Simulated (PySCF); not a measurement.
System: C$_{4}$H$_{9}$GaO (SMILES C=[CH][Ga]([CH3])[O]C).

The calculation's input:

```
{"job": {"kind": "uv", "xc": "wB97X-D", "basis": "def2-SVPD", "nstates": 8, "ntriplets": 3}, "charge": 0, "multiplicity": 1}
C      2.986508    -0.100988    -0.043465
C      1.837669    -0.755485    -0.114995
Ga     0.064624     0.217970     0.005636
C     -0.350143     2.218764     0.209529
O     -1.212573    -0.940164    -0.085914
C     -2.456758    -1.595620    -0.114067
H      3.020583     0.974191     0.077688
H      3.948215    -0.595483    -0.101894
H      1.827027    -1.835972    -0.236319
H     -0.337818     2.504359     1.262813
H     -1.346552     2.415595    -0.190884
H      0.376419     2.833848    -0.320522
H     -2.411551    -2.492718     0.510440
H     -3.254628    -0.947777     0.259140
H     -2.695436    -1.892530    -1.139099
```

Command:

```sh
OMP_NUM_THREADS=1 python probes_run.py task.json out
```

Geometry: GFN2-xTB.

Computed with wB97X-D/def2-SVPD, SCF density, gas phase in PySCF 2.14.0.

What will maps of the electron density and electron localisation function show?

C–C (1.32 Å): the density is about 2.3 e/Å³ at the midpoint; the ELF peaks at about 0.95 between the atoms; a short, multiple covalent bond.
C–O (1.41 Å): ρ is about 2 e/Å³ halfway, with its minimum of 1.7 e/Å³ about 0.5 Å from C; the ELF peaks at about 0.90 between the atoms; a shared but strongly polarised pair.
Ga–O (1.73 Å): ρ is about 0.92 e/Å³ halfway; the ELF peaks at about 0.80 in the valence shell of O, 0.5 Å from its nucleus, and is about 0.15 at the midpoint.
C–Ga (2.03 Å): ρ is about 0.73 e/Å³ halfway; the ELF peaks at about 0.95 in the valence shell of C, 0.7 Å from its nucleus, and is about 0.65 at the midpoint.

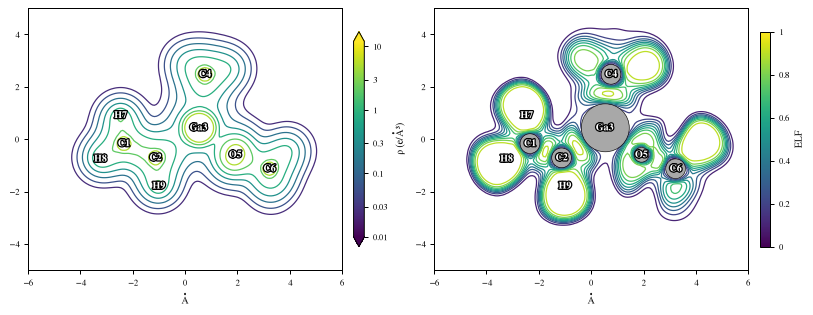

Computed electron density and electron localisation function on the plane of atoms C1, C2 and H9, in this order. Grey discs cover the atomic cores in the ELF map. 
